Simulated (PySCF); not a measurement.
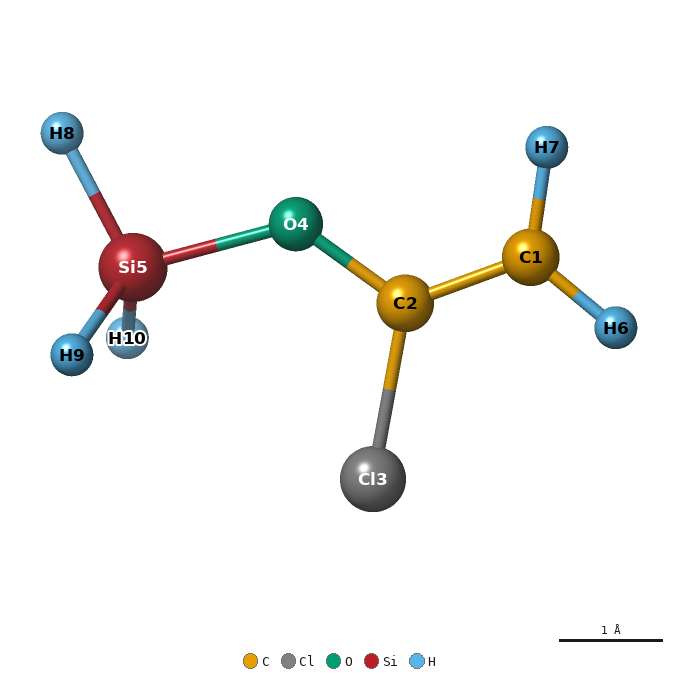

The atoms are numbered. The geometry was computed by an optimisation with PBE0-D3(BJ)/def2-SVP. No frequency run is at hand to confirm it as a minimum.

Describe the coordination of atom 4.

O4 has 2 neighbours (C2 at 1.33, Si5 at 1.69 Å); the arrangement is bent.

What is the geometry at C1?

C1 has 3 neighbours (C2 at 1.33, H6 at 1.09, H7 at 1.09 Å); the arrangement is trigonal planar.

What is the geometry at Si5?

Si5 has 4 neighbours (O4 at 1.69, H8 at 1.49, H9 at 1.49, H10 at 1.49 Å); the arrangement is tetrahedral.

What is the geometry at C2?

C2 has 3 neighbours (C1 at 1.33, Cl3 at 1.75, O4 at 1.33 Å); the arrangement is trigonal planar.

What is the dihedral angle Cl3–C2–O4–Si5?

3° in size, that is syn (eclipsed).
